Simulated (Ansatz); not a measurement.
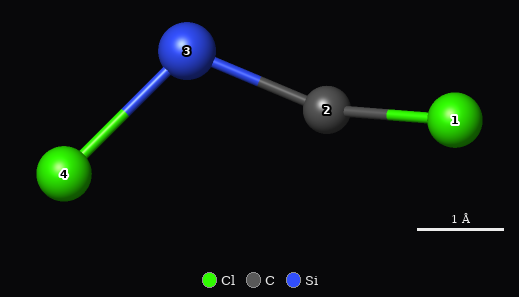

The input geometry (ball-and-stick view, seen at a tilt; atoms are numbered from 1 in the order of the input).

# CCl$_{2}$Si: molecular dynamics (part 1 of 4)

The run: molecular dynamics of CCl$_{2}$Si, SMILES ClC#[Si]Cl. Method and program: RKS LDA/def2-SVP (Ansatz 0.2.0).

It belongs to a series of runs on one base structure; here: dynamics from the last frame of an earlier run. Figures and captions count atoms from 1; the log counts them from 0 in places.

### What the program printed
```
Engine: ansatz 0.2.0, aarch64-unknown-linux-gnu
Functional definition: SPW92
  exchange = slater_x
  correlation = pw_c
these checks for a lower state are left out or cut short: stability, starts, cluster_reference, orbital_swaps, neighbouring_geometries, increment
744 factors; their error is unknown
mean field evaluation 1: about -33814.8614 eV, gradient 5.6e1 eV
mean field evaluation 2: about -33759.7764 eV, gradient 1.1e2 eV
mean field evaluation 4: about -33816.2127 eV, gradient 4.2e1 eV
mean field evaluation 8: about -33823.7457 eV, gradient 3.4e-1 eV
mean field evaluation 16: about -33823.6832 eV, gradient 4.6e-4 eV
mean field -33823.68319249 eV, -1242.9974308080 hartree, gradient 3.5e-6 eV, S^2 0.000000; 0 other end points of the search recorded, 0 dependent functions left out
the calculation of the forces begins
reference -33823.68321650 eV, -1242.9974316906 hartree; 27, 27 occupied and 41, 41 virtual orbitals, 744 factors
md step     0: t =     0.00 fs  T =   225.0 K (target 300.0 K)  F+E_penalty+E_count = -33823.68319249 eV  E_kin = 0.116334 eV  (20 SCF iters)
these checks for a lower state are left out or cut short: stability, starts, cluster_reference, orbital_swaps, neighbouring_geometries, increment
744 factors; their error is unknown
mean field -33823.70255367 eV, -1242.9981423184 hartree, gradient 1.9e-6 eV, S^2 0.000000; 0 other end points of the search recorded, 0 dependent functions left out
the calculation of the forces begins
reference -33823.70257772 eV, -1242.9981432023 hartree; 27, 27 occupied and 41, 41 virtual orbitals, 744 factors
md step     1: t =     2.00 fs  T =   287.9 K (target 300.0 K)  F+E_penalty+E_count = -33823.70255367 eV  E_kin = 0.148849 eV  (22 SCF iters)
[... from here on the SCF iterations and repeated set-up lines of each step are left out, up to the last step ...]
md step     2: t =     4.00 fs  T =   375.9 K (target 300.0 K)  F+E_penalty+E_count = -33823.74464468 eV  E_kin = 0.194366 eV  (22 SCF iters)
md step     3: t =     6.00 fs  T =   523.2 K (target 300.0 K)  F+E_penalty+E_count = -33823.80065301 eV  E_kin = 0.270526 eV  (22 SCF iters)
md step     4: t =     8.00 fs  T =   546.0 K (target 300.0 K)  F+E_penalty+E_count = -33823.84941216 eV  E_kin = 0.282295 eV  (22 SCF iters)
md step     5: t =    10.00 fs  T =   608.0 K (target 300.0 K)  F+E_penalty+E_count = -33823.88429097 eV  E_kin = 0.314384 eV  (22 SCF iters)
md step     6: t =    12.00 fs  T =   630.8 K (target 300.0 K)  F+E_penalty+E_count = -33823.90432739 eV  E_kin = 0.326155 eV  (22 SCF iters)
md step     7: t =    14.00 fs  T =   614.5 K (target 300.0 K)  F+E_penalty+E_count = -33823.90370345 eV  E_kin = 0.317704 eV  (22 SCF iters)
md step     8: t =    16.00 fs  T =   510.9 K (target 300.0 K)  F+E_penalty+E_count = -33823.88826248 eV  E_kin = 0.264146 eV  (22 SCF iters)
md step     9: t =    18.00 fs  T =   505.8 K (target 300.0 K)  F+E_penalty+E_count = -33823.87307692 eV  E_kin = 0.261524 eV  (22 SCF iters)
md step    10: t =    20.00 fs  T =   460.9 K (target 300.0 K)  F+E_penalty+E_count = -33823.87342351 eV  E_kin = 0.238299 eV  (21 SCF iters)
md step    11: t =    22.00 fs  T =   529.8 K (target 300.0 K)  F+E_penalty+E_count = -33823.90077683 eV  E_kin = 0.273914 eV  (20 SCF iters)
md step    12: t =    24.00 fs  T =   605.5 K (target 300.0 K)  F+E_penalty+E_count = -33823.94219929 eV  E_kin = 0.313079 eV  (21 SCF iters)
md step    13: t =    26.00 fs  T =   597.6 K (target 300.0 K)  F+E_penalty+E_count = -33823.97859166 eV  E_kin = 0.308957 eV  (21 SCF iters)
md step    14: t =    28.00 fs  T =   656.8 K (target 300.0 K)  F+E_penalty+E_count = -33824.00713042 eV  E_kin = 0.339600 eV  (21 SCF iters)
md step    15: t =    30.00 fs  T =   771.3 K (target 300.0 K)  F+E_penalty+E_count = -33824.04170286 eV  E_kin = 0.398769 eV  (21 SCF iters)
md step    16: t =    32.00 fs  T =   913.9 K (target 300.0 K)  F+E_penalty+E_count = -33824.09146453 eV  E_kin = 0.472535 eV  (21 SCF iters)
md step    17: t =    34.00 fs  T =  1087.3 K (target 300.0 K)  F+E_penalty+E_count = -33824.14869593 eV  E_kin = 0.562163 eV  (21 SCF iters)
md step    18: t =    36.00 fs  T =  1112.6 K (target 300.0 K)  F+E_penalty+E_count = -33824.18555772 eV  E_kin = 0.575263 eV  (21 SCF iters)
md step    19: t =    38.00 fs  T =  1083.0 K (target 300.0 K)  F+E_penalty+E_count = -33824.18811563 eV  E_kin = 0.559956 eV  (21 SCF iters)
md step    20: t =    40.00 fs  T =   960.3 K (target 300.0 K)  F+E_penalty+E_count = -33824.15728008 eV  E_kin = 0.496533 eV  (21 SCF iters)
md step    21: t =    42.00 fs  T =   844.4 K (target 300.0 K)  F+E_penalty+E_count = -33824.10074920 eV  E_kin = 0.436592 eV  (21 SCF iters)
md step    22: t =    44.00 fs  T =   788.0 K (target 300.0 K)  F+E_penalty+E_count = -33824.02862858 eV  E_kin = 0.407448 eV  (21 SCF iters)
md step    23: t =    46.00 fs  T =   579.3 K (target 300.0 K)  F+E_penalty+E_count = -33823.95602652 eV  E_kin = 0.299547 eV  (21 SCF iters)
md step    24: t =    48.00 fs  T =   467.9 K (target 300.0 K)  F+E_penalty+E_count = -33823.90426572 eV  E_kin = 0.241937 eV  (22 SCF iters)
md step    25: t =    50.00 fs  T =   349.3 K (target 300.0 K)  F+E_penalty+E_count = -33823.87589944 eV  E_kin = 0.180601 eV  (22 SCF iters)
md step    26: t =    52.00 fs  T =   327.4 K (target 300.0 K)  F+E_penalty+E_count = -33823.87521368 eV  E_kin = 0.169304 eV  (22 SCF iters)
md step    27: t =    54.00 fs  T =   407.9 K (target 300.0 K)  F+E_penalty+E_count = -33823.90632974 eV  E_kin = 0.210905 eV  (22 SCF iters)
md step    28: t =    56.00 fs  T =   500.5 K (target 300.0 K)  F+E_penalty+E_count = -33823.95898036 eV  E_kin = 0.258789 eV  (22 SCF iters)
md step    29: t =    58.00 fs  T =   584.6 K (target 300.0 K)  F+E_penalty+E_count = -33824.01787290 eV  E_kin = 0.302285 eV  (22 SCF iters)
md step    30: t =    60.00 fs  T =   705.5 K (target 300.0 K)  F+E_penalty+E_count = -33824.07410446 eV  E_kin = 0.364791 eV  (22 SCF iters)
md step    31: t =    62.00 fs  T =   801.8 K (target 300.0 K)  F+E_penalty+E_count = -33824.12117795 eV  E_kin = 0.414557 eV  (22 SCF iters)
md step    32: t =    64.00 fs  T =   937.2 K (target 300.0 K)  F+E_penalty+E_count = -33824.14482034 eV  E_kin = 0.484591 eV  (21 SCF iters)
md step    33: t =    66.00 fs  T =   993.3 K (target 300.0 K)  F+E_penalty+E_count = -33824.14636413 eV  E_kin = 0.513588 eV  (21 SCF iters)
md step    34: t =    68.00 fs  T =   881.9 K (target 300.0 K)  F+E_penalty+E_count = -33824.13016809 eV  E_kin = 0.456003 eV  (22 SCF iters)
md step    35: t =    70.00 fs  T =   929.2 K (target 300.0 K)  F+E_penalty+E_count = -33824.08644069 eV  E_kin = 0.480441 eV  (22 SCF iters)
md step    36: t =    72.00 fs  T =   765.2 K (target 300.0 K)  F+E_penalty+E_count = -33823.99772030 eV  E_kin = 0.395615 eV  (22 SCF iters)
md step    37: t =    74.00 fs  T =   640.3 K (target 300.0 K)  F+E_penalty+E_count = -33823.90271999 eV  E_kin = 0.331082 eV  (22 SCF iters)
md step    38: t =    76.00 fs  T =   510.1 K (target 300.0 K)  F+E_penalty+E_count = -33823.86349412 eV  E_kin = 0.263746 eV  (22 SCF iters)
md step    39: t =    78.00 fs  T =   571.9 K (target 300.0 K)  F+E_penalty+E_count = -33823.90439213 eV  E_kin = 0.295710 eV  (22 SCF iters)
md step    40: t =    80.00 fs  T =   594.8 K (target 300.0 K)  F+E_penalty+E_count = -33823.97877564 eV  E_kin = 0.307530 eV  (22 SCF iters)
md step    41: t =    82.00 fs  T =   666.0 K (target 300.0 K)  F+E_penalty+E_count = -33824.02713091 eV  E_kin = 0.344348 eV  (22 SCF iters)
md step    42: t =    84.00 fs  T =   776.2 K (target 298.8 K)  F+E_penalty+E_count = -33824.05972611 eV  E_kin = 0.401316 eV  (22 SCF iters)
md step    43: t =    86.00 fs  T =   861.4 K (target 296.5 K)  F+E_penalty+E_count = -33824.10059828 eV  E_kin = 0.445365 eV  (21 SCF iters)
md step    44: t =    88.00 fs  T =   803.3 K (target 294.2 K)  F+E_penalty+E_count = -33824.13136613 eV  E_kin = 0.415363 eV  (21 SCF iters)
md step    45: t =    90.00 fs  T =   781.3 K (target 291.9 K)  F+E_penalty+E_count = -33824.13147043 eV  E_kin = 0.403949 eV  (21 SCF iters)
md step    46: t =    92.00 fs  T =   711.6 K (target 289.6 K)  F+E_penalty+E_count = -33824.09375719 eV  E_kin = 0.367904 eV  (21 SCF iters)
md step    47: t =    94.00 fs  T =   521.3 K (target 287.2 K)  F+E_penalty+E_count = -33824.02562997 eV  E_kin = 0.269516 eV  (22 SCF iters)
md step    48: t =    96.00 fs  T =   365.7 K (target 284.9 K)  F+E_penalty+E_count = -33823.94714077 eV  E_kin = 0.189064 eV  (23 SCF iters)
md step    49: t =    98.00 fs  T =   260.3 K (target 282.6 K)  F+E_penalty+E_count = -33823.87493347 eV  E_kin = 0.134581 eV  (22 SCF iters)
md step    50: t =   100.00 fs  T =   160.9 K (target 280.3 K)  F+E_penalty+E_count = -33823.81745175 eV  E_kin = 0.083205 eV  (22 SCF iters)
md step    51: t =   102.00 fs  T =    86.2 K (target 278.0 K)  F+E_penalty+E_count = -33823.78188245 eV  E_kin = 0.044570 eV  (23 SCF iters)
md step    52: t =   104.00 fs  T =    77.3 K (target 275.6 K)  F+E_penalty+E_count = -33823.77585322 eV  E_kin = 0.039952 eV  (23 SCF iters)
md step    53: t =   106.00 fs  T =   142.5 K (target 273.3 K)  F+E_penalty+E_count = -33823.80238997 eV  E_kin = 0.073690 eV  (22 SCF iters)
md step    54: t =   108.00 fs  T =   271.5 K (target 271.0 K)  F+E_penalty+E_count = -33823.86097045 eV  E_kin = 0.140371 eV  (22 SCF iters)
md step    55: t =   110.00 fs  T =   378.4 K (target 268.7 K)  F+E_penalty+E_count = -33823.93771915 eV  E_kin = 0.195629 eV  (22 SCF iters)
md step    56: t =   112.00 fs  T =   554.7 K (target 266.4 K)  F+E_penalty+E_count = -33824.01543707 eV  E_kin = 0.286779 eV  (22 SCF iters)
md step    57: t =   114.00 fs  T =   672.5 K (target 264.0 K)  F+E_penalty+E_count = -33824.07852270 eV  E_kin = 0.347707 eV  (21 SCF iters)
md step    58: t =   116.00 fs  T =   767.0 K (target 261.7 K)  F+E_penalty+E_count = -33824.11614011 eV  E_kin = 0.396550 eV  (21 SCF iters)
md step    59: t =   118.00 fs  T =   766.2 K (target 259.4 K)  F+E_penalty+E_count = -33824.12157782 eV  E_kin = 0.396138 eV  (21 SCF iters)
md step    60: t =   120.00 fs  T =   712.1 K (target 257.1 K)  F+E_penalty+E_count = -33824.11073472 eV  E_kin = 0.368167 eV  (21 SCF iters)
md step    61: t =   122.00 fs  T =   650.2 K (target 254.8 K)  F+E_penalty+E_count = -33824.10950883 eV  E_kin = 0.336178 eV  (22 SCF iters)
md step    62: t =   124.00 fs  T =   571.4 K (target 252.4 K)  F+E_penalty+E_count = -33824.11440616 eV  E_kin = 0.295418 eV  (22 SCF iters)
md step    63: t =   126.00 fs  T =   570.9 K (target 250.1 K)  F+E_penalty+E_count = -33824.09737366 eV  E_kin = 0.295184 eV  (22 SCF iters)
md step    64: t =   128.00 fs  T =   473.0 K (target 247.8 K)  F+E_penalty+E_count = -33824.05090490 eV  E_kin = 0.244545 eV  (22 SCF iters)
md step    65: t =   130.00 fs  T =   370.1 K (target 245.5 K)  F+E_penalty+E_count = -33823.99735378 eV  E_kin = 0.191343 eV  (22 SCF iters)
md step    66: t =   132.00 fs  T =   363.4 K (target 243.2 K)  F+E_penalty+E_count = -33823.99152820 eV  E_kin = 0.187867 eV  (21 SCF iters)
md step    67: t =   134.00 fs  T =   357.5 K (target 240.8 K)  F+E_penalty+E_count = -33824.04778828 eV  E_kin = 0.184865 eV  (22 SCF iters)
md step    68: t =   136.00 fs  T =   494.5 K (target 238.5 K)  F+E_penalty+E_count = -33824.11992746 eV  E_kin = 0.255667 eV  (22 SCF iters)
md step    69: t =   138.00 fs  T =   562.8 K (target 236.2 K)  F+E_penalty+E_count = -33824.17190769 eV  E_kin = 0.290998 eV  (22 SCF iters)
md step    70: t =   140.00 fs  T =   621.4 K (target 233.9 K)  F+E_penalty+E_count = -33824.18961852 eV  E_kin = 0.321270 eV  (22 SCF iters)
md step    71: t =   142.00 fs  T =   559.1 K (target 231.6 K)  F+E_penalty+E_count = -33824.18206061 eV  E_kin = 0.289094 eV  (22 SCF iters)
md step    72: t =   144.00 fs  T =   511.5 K (target 229.2 K)  F+E_penalty+E_count = -33824.17134712 eV  E_kin = 0.264463 eV  (21 SCF iters)
md step    73: t =   146.00 fs  T =   432.9 K (target 226.9 K)  F+E_penalty+E_count = -33824.16731054 eV  E_kin = 0.223850 eV  (21 SCF iters)
md step    74: t =   148.00 fs  T =   423.2 K (target 224.6 K)  F+E_penalty+E_count = -33824.16675564 eV  E_kin = 0.218804 eV  (21 SCF iters)
md step    75: t =   150.00 fs  T =   410.6 K (target 222.3 K)  F+E_penalty+E_count = -33824.15786973 eV  E_kin = 0.212276 eV  (22 SCF iters)
md step    76: t =   152.00 fs  T =   438.6 K (target 220.0 K)  F+E_penalty+E_count = -33824.13383147 eV  E_kin = 0.226794 eV  (22 SCF iters)
md step    77: t =   154.00 fs  T =   405.4 K (target 217.6 K)  F+E_penalty+E_count = -33824.09991047 eV  E_kin = 0.209633 eV  (22 SCF iters)
md step    78: t =   156.00 fs  T =   369.7 K (target 215.3 K)  F+E_penalty+E_count = -33824.06818202 eV  E_kin = 0.191145 eV  (23 SCF iters)
md step    79: t =   158.00 fs  T =   350.0 K (target 213.0 K)  F+E_penalty+E_count = -33824.05482423 eV  E_kin = 0.180973 eV  (22 SCF iters)
md step    80: t =   160.00 fs  T =   320.3 K (target 210.7 K)  F+E_penalty+E_count = -33824.06426559 eV  E_kin = 0.165591 eV  (22 SCF iters)
md step    81: t =   162.00 fs  T =   347.1 K (target 208.4 K)  F+E_penalty+E_count = -33824.08955685 eV  E_kin = 0.179451 eV  (22 SCF iters)
md step    82: t =   164.00 fs  T =   423.5 K (target 206.0 K)  F+E_penalty+E_count = -33824.12143134 eV  E_kin = 0.218951 eV  (22 SCF iters)
md step    83: t =   166.00 fs  T =   452.5 K (target 203.7 K)  F+E_penalty+E_count = -33824.14757680 eV  E_kin = 0.233950 eV  (22 SCF iters)
md step    84: t =   168.00 fs  T =   445.6 K (target 201.4 K)  F+E_penalty+E_count = -33824.15656106 eV  E_kin = 0.230399 eV  (22 SCF iters)
md step    85: t =   170.00 fs  T =   448.5 K (target 199.1 K)  F+E_penalty+E_count = -33824.14531214 eV  E_kin = 0.231870 eV  (22 SCF iters)
md step    86: t =   172.00 fs  T =   448.9 K (target 196.8 K)  F+E_penalty+E_count = -33824.12470672 eV  E_kin = 0.232124 eV  (22 SCF iters)
md step    87: t =   174.00 fs  T =   478.0 K (target 194.4 K)  F+E_penalty+E_count = -33824.11307422 eV  E_kin = 0.247151 eV  (21 SCF iters)
md step    88: t =   176.00 fs  T =   505.2 K (target 192.1 K)  F+E_penalty+E_count = -33824.11779076 eV  E_kin = 0.261191 eV  (22 SCF iters)
md step    89: t =   178.00 fs  T =   503.0 K (target 189.8 K)  F+E_penalty+E_count = -33824.13895655 eV  E_kin = 0.260048 eV  (21 SCF iters)
md step    90: t =   180.00 fs  T =   537.9 K (target 187.5 K)  F+E_penalty+E_count = -33824.15105621 eV  E_kin = 0.278094 eV  (22 SCF iters)
md step    91: t =   182.00 fs  T =   451.3 K (target 185.2 K)  F+E_penalty+E_count = -33824.12625485 eV  E_kin = 0.233347 eV  (22 SCF iters)
md step    92: t =   184.00 fs  T =   354.8 K (target 182.8 K)  F+E_penalty+E_count = -33824.07574753 eV  E_kin = 0.183444 eV  (22 SCF iters)
md step    93: t =   186.00 fs  T =   320.8 K (target 180.5 K)  F+E_penalty+E_count = -33824.04193576 eV  E_kin = 0.165884 eV  (22 SCF iters)
md step    94: t =   188.00 fs  T =   323.1 K (target 178.2 K)  F+E_penalty+E_count = -33824.06047307 eV  E_kin = 0.167051 eV  (22 SCF iters)
md step    95: t =   190.00 fs  T =   443.5 K (target 175.9 K)  F+E_penalty+E_count = -33824.12741220 eV  E_kin = 0.229295 eV  (22 SCF iters)
md step    96: t =   192.00 fs  T =   532.0 K (target 173.6 K)  F+E_penalty+E_count = -33824.18719109 eV  E_kin = 0.275078 eV  (22 SCF iters)
md step    97: t =   194.00 fs  T =   608.0 K (target 171.2 K)  F+E_penalty+E_count = -33824.19731957 eV  E_kin = 0.314360 eV  (22 SCF iters)
md step    98: t =   196.00 fs  T =   526.5 K (target 168.9 K)  F+E_penalty+E_count = -33824.16101383 eV  E_kin = 0.272206 eV  (22 SCF iters)
md step    99: t =   198.00 fs  T =   410.8 K (target 166.6 K)  F+E_penalty+E_count = -33824.12201789 eV  E_kin = 0.212386 eV  (22 SCF iters)
md step   100: t =   200.00 fs  T =   400.9 K (target 164.3 K)  F+E_penalty+E_count = -33824.11339017 eV  E_kin = 0.207296 eV  (23 SCF iters)
md step   101: t =   202.00 fs  T =   416.6 K (target 162.0 K)  F+E_penalty+E_count = -33824.13077327 eV  E_kin = 0.215402 eV  (23 SCF iters)
md step   102: t =   204.00 fs  T =   395.6 K (target 159.6 K)  F+E_penalty+E_count = -33824.15191684 eV  E_kin = 0.204540 eV  (22 SCF iters)
md step   103: t =   206.00 fs  T =   434.0 K (target 157.3 K)  F+E_penalty+E_count = -33824.15568208 eV  E_kin = 0.224416 eV  (22 SCF iters)
md step   104: t =   208.00 fs  T =   363.5 K (target 155.0 K)  F+E_penalty+E_count = -33824.13395144 eV  E_kin = 0.187930 eV  (22 SCF iters)
md step   105: t =   210.00 fs  T =   279.4 K (target 152.7 K)  F+E_penalty+E_count = -33824.09676789 eV  E_kin = 0.144471 eV  (21 SCF iters)
md step   106: t =   212.00 fs  T =   214.1 K (target 150.4 K)  F+E_penalty+E_count = -33824.06580701 eV  E_kin = 0.110701 eV  (22 SCF iters)
md step   107: t =   214.00 fs  T =   216.6 K (target 148.0 K)  F+E_penalty+E_count = -33824.06002296 eV  E_kin = 0.111994 eV  (22 SCF iters)
md step   108: t =   216.00 fs  T =   276.0 K (target 145.7 K)  F+E_penalty+E_count = -33824.08298564 eV  E_kin = 0.142727 eV  (22 SCF iters)
md step   109: t =   218.00 fs  T =   393.9 K (target 143.4 K)  F+E_penalty+E_count = -33824.12249388 eV  E_kin = 0.203643 eV  (22 SCF iters)
md step   110: t =   220.00 fs  T =   433.6 K (target 141.1 K)  F+E_penalty+E_count = -33824.16259579 eV  E_kin = 0.224194 eV  (22 SCF iters)
md step   111: t =   222.00 fs  T =   453.6 K (target 138.8 K)  F+E_penalty+E_count = -33824.19039807 eV  E_kin = 0.234511 eV  (22 SCF iters)
md step   112: t =   224.00 fs  T =   493.2 K (target 136.4 K)  F+E_penalty+E_count = -33824.19843263 eV  E_kin = 0.254984 eV  (22 SCF iters)
md step   113: t =   226.00 fs  T =   507.2 K (target 134.1 K)  F+E_penalty+E_count = -33824.18621097 eV  E_kin = 0.262235 eV  (22 SCF iters)
md step   114: t =   228.00 fs  T =   485.2 K (target 131.8 K)  F+E_penalty+E_count = -33824.16414651 eV  E_kin = 0.250849 eV  (22 SCF iters)
md step   115: t =   230.00 fs  T =   475.8 K (target 129.5 K)  F+E_penalty+E_count = -33824.14448301 eV  E_kin = 0.246009 eV  (22 SCF iters)
md step   116: t =   232.00 fs  T =   466.2 K (target 127.2 K)  F+E_penalty+E_count = -33824.13719149 eV  E_kin = 0.241031 eV  (22 SCF iters)
md step   117: t =   234.00 fs  T =   407.5 K (target 124.8 K)  F+E_penalty+E_count = -33824.12928658 eV  E_kin = 0.210703 eV  (21 SCF iters)
md step   118: t =   236.00 fs  T =   362.2 K (target 122.5 K)  F+E_penalty+E_count = -33824.09982092 eV  E_kin = 0.187270 eV  (22 SCF iters)
md step   119: t =   238.00 fs  T =   254.3 K (target 120.2 K)  F+E_penalty+E_count = -33824.04828994 eV  E_kin = 0.131479 eV  (22 SCF iters)
md step   120: t =   240.00 fs  T =   188.3 K (target 117.9 K)  F+E_penalty+E_count = -33824.00684923 eV  E_kin = 0.097336 eV  (22 SCF iters)
md step   121: t =   242.00 fs  T =   184.9 K (target 115.6 K)  F+E_penalty+E_count = -33824.01185935 eV  E_kin = 0.095615 eV  (22 SCF iters)
md step   122: t =   244.00 fs  T =   289.3 K (target 113.2 K)  F+E_penalty+E_count = -33824.06474839 eV  E_kin = 0.149583 eV  (22 SCF iters)
md step   123: t =   246.00 fs  T =   398.1 K (target 110.9 K)  F+E_penalty+E_count = -33824.12376495 eV  E_kin = 0.205854 eV  (22 SCF iters)
md step   124: t =   248.00 fs  T =   409.4 K (target 108.6 K)  F+E_penalty+E_count = -33824.14317394 eV  E_kin = 0.211651 eV  (22 SCF iters)
md step   125: t =   250.00 fs  T =   361.0 K (target 106.3 K)  F+E_penalty+E_count = -33824.12533860 eV  E_kin = 0.186662 eV  (22 SCF iters)
md step   126: t =   252.00 fs  T =   317.7 K (target 104.0 K)  F+E_penalty+E_count = -33824.10444857 eV  E_kin = 0.164248 eV  (22 SCF iters)
md step   127: t =   254.00 fs  T =   315.4 K (target 101.6 K)  F+E_penalty+E_count = -33824.10448514 eV  E_kin = 0.163052 eV  (23 SCF iters)
md step   128: t =   256.00 fs  T =   323.4 K (target 99.3 K)  F+E_penalty+E_count = -33824.11828572 eV  E_kin = 0.167204 eV  (23 SCF iters)
md step   129: t =   258.00 fs  T =   368.2 K (target 97.0 K)  F+E_penalty+E_count = -33824.12369994 eV  E_kin = 0.190371 eV  (23 SCF iters)
md step   130: t =   260.00 fs  T =   342.1 K (target 94.7 K)  F+E_penalty+E_count = -33824.10279485 eV  E_kin = 0.176874 eV  (22 SCF iters)
md step   131: t =   262.00 fs  T =   256.9 K (target 92.4 K)  F+E_penalty+E_count = -33824.05882941 eV  E_kin = 0.132818 eV  (23 SCF iters)
md step   132: t =   264.00 fs  T =   177.0 K (target 90.0 K)  F+E_penalty+E_count = -33824.01651651 eV  E_kin = 0.091514 eV  (23 SCF iters)
md step   133: t =   266.00 fs  T =   154.1 K (target 87.7 K)  F+E_penalty+E_count = -33824.00221675 eV  E_kin = 0.079692 eV  (22 SCF iters)
md step   134: t =   268.00 fs  T =   211.9 K (target 85.4 K)  F+E_penalty+E_count = -33824.02782932 eV  E_kin = 0.109569 eV  (22 SCF iters)
md step   135: t =   270.00 fs  T =   292.7 K (target 83.1 K)  F+E_penalty+E_count = -33824.08129505 eV  E_kin = 0.151352 eV  (22 SCF iters)
md step   136: t =   272.00 fs  T =   383.9 K (target 80.8 K)  F+E_penalty+E_count = -33824.13458720 eV  E_kin = 0.198482 eV  (21 SCF iters)
md step   137: t =   274.00 fs  T =   465.7 K (target 78.4 K)  F+E_penalty+E_count = -33824.16838130 eV  E_kin = 0.240778 eV  (22 SCF iters)
md step   138: t =   276.00 fs  T =   450.1 K (target 76.1 K)  F+E_penalty+E_count = -33824.17234955 eV  E_kin = 0.232737 eV  (22 SCF iters)
md step   139: t =   278.00 fs  T =   418.0 K (target 73.8 K)  F+E_penalty+E_count = -33824.15224559 eV  E_kin = 0.216138 eV  (22 SCF iters)
md step   140: t =   280.00 fs  T =   368.7 K (target 71.5 K)  F+E_penalty+E_count = -33824.13054386 eV  E_kin = 0.190645 eV  (22 SCF iters)
```
